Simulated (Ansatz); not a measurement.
# BGaH6Si (SMILES [BH3-][Ga+][SiH3]): what the fields show

Input

```
crystal:
  periodic: [false, false, false]
  atoms:
    - {symbol: B, position_ang: [-0.328063, 1.699396, 2.282234]}
    - {symbol: Ga, position_ang: [-0.989246, 0.717163, 0.640297]}
    - {symbol: Si, position_ang: [-1.802470, -0.479360, -1.366674]}
    - {symbol: H, position_ang: [0.144846, 0.812236, 2.970538]}
    - {symbol: H, position_ang: [0.484937, 2.486272, 1.830041]}
    - {symbol: H, position_ang: [-1.341151, 2.209068, 2.727988]}
    - {symbol: H, position_ang: [-2.494620, 0.472101, -2.289349]}
    - {symbol: H, position_ang: [-0.656012, -1.105637, -2.093963]}
    - {symbol: H, position_ang: [-2.765688, -1.552991, -0.972747]}
basis:
  gaussian:
    orbitals: def2-TZVPD
hamiltonian:
  xc: {name: PBE0}
output: {forces: true, orbitals: {seedname: orbitals}}
```

Command:

```sh
ansatz run input.yaml --threads 2 --pin off --max-ram 4350MiB --events-out events.jsonl --progress --plain --runs-dir runs
```

Geometry: PBE0-D3(BJ)/pcseg-1.

Theory: isolated molecule in a Gaussian basis; Kohn-Sham density functional theory, functional PBE0 (Ansatz 0.2.0).

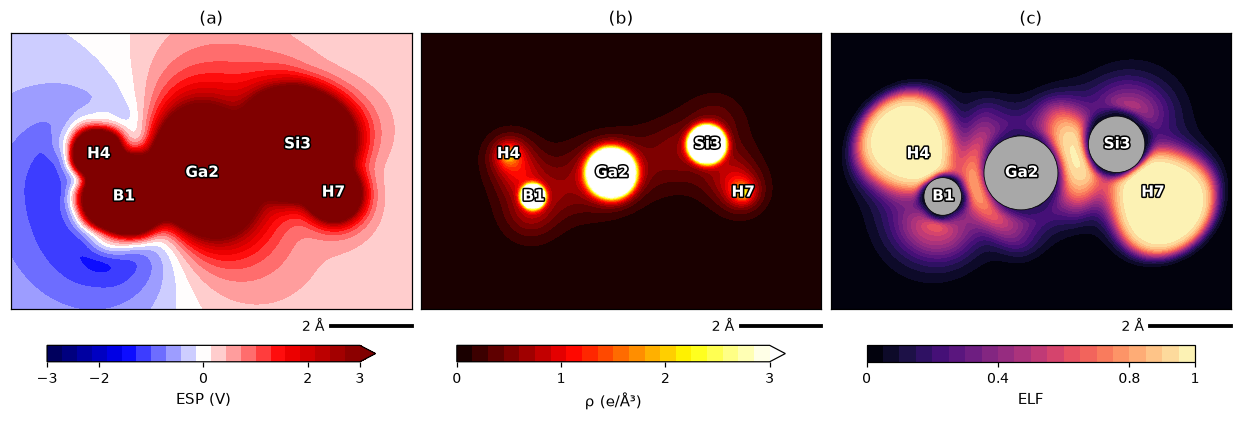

Figure 1. (a) electrostatic potential; (b) electron density; (c) ELF on the plane of atoms Ga2, Si3 and H7. Grey discs cover the atomic cores in the ELF map.

**Read the bonding off the picture.**

The plane passes through B, Ga, Si and H nuclei. Ga–B (2.02 Å): ρ at the midpoint is about 0.65 e/Å³; the ELF peaks at about 0.80 between the atoms (a covalent bond). Ga–Si (2.47 Å): the density is about 0.51 e/Å³ at the midpoint; the ELF peaks at about 0.95 between the atoms (a shared electron pair). B–H (1.22 Å): the density is about 1.1 e/Å³ at the midpoint; the ELF climbs to about 1 towards the hydrogen, as it does in any bond to H; an ordinary covalent bond to hydrogen. Si–H (1.50 Å): ρ at the midpoint is about 0.78 e/Å³; the ELF climbs to about 1 towards the hydrogen. Outside the dense part of the molecule the potential is most negative (−1.4 V) near H4 and H6, which lies off the plane.

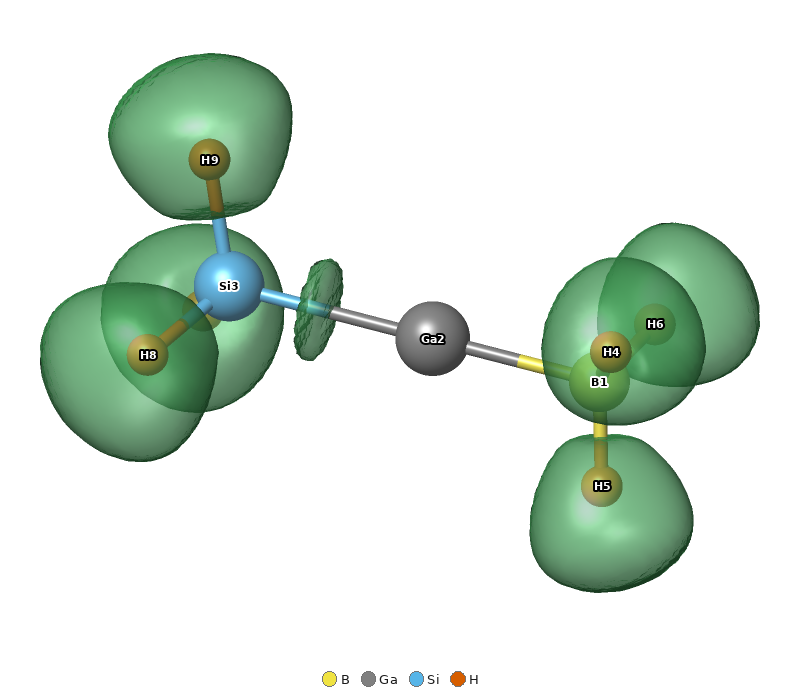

Figure 2. Isosurface of the ELF at 0.9 (green), seen at an oblique angle. Only the valence region is drawn (cores and ρ < 0.01 e/Å³ removed).

**What do the ELF domains correspond to?**

The ELF exceeds this value in one region between bonded Ga–Si atoms (shared pairs) and six regions around hydrogen nuclei.

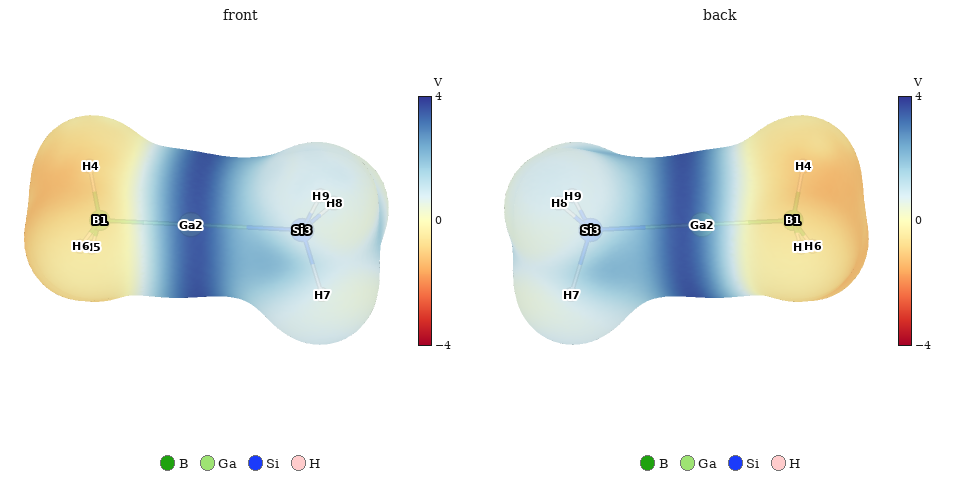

Figure 3. The molecular electrostatic potential painted on the density surface at 0.004 e/bohr³, seen from the front and from behind; red is negative and blue positive.

**Describe the electrostatic potential map.**

The most negative region (about −1.3 V) lies over H5, the most positive (about +3.6 V) over Ga2.

**How polar is the molecule by this calculation?**

Its dipole moment is 3.78 D.
